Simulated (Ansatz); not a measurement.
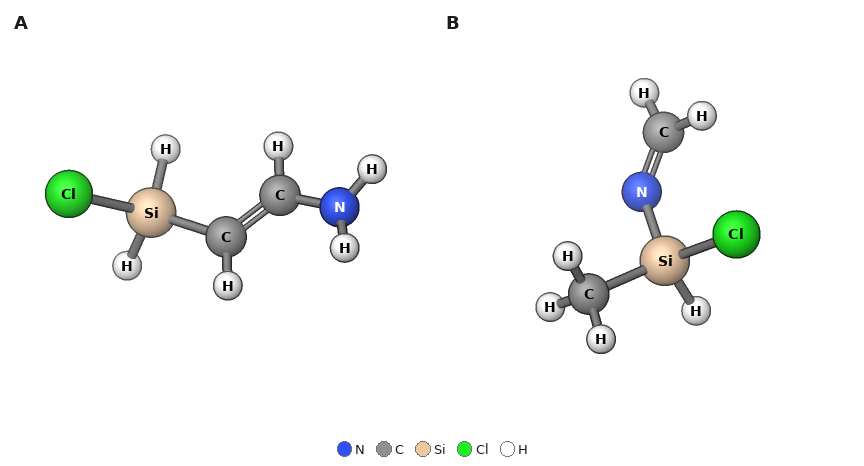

2 stationary structures of one formula. Geometries: PBE-D4/def2-SVP. Electronic energies: PBE-D4/def2-SVP (Ansatz 0.2.0), without zero-point energy. No frequency run is at hand to confirm each as a minimum. Each is one conformer, not always the lowest.

### Are they conformers, stereoisomers or constitutional isomers?

They are constitutional isomers of C2H6ClNSi: A `N/C=C/[SiH2]Cl`, B `C=N[Si@H](C)Cl`.

### Rank them by energy, lowest first.

B is lowest; A lies 10.9 kcal/mol above it.
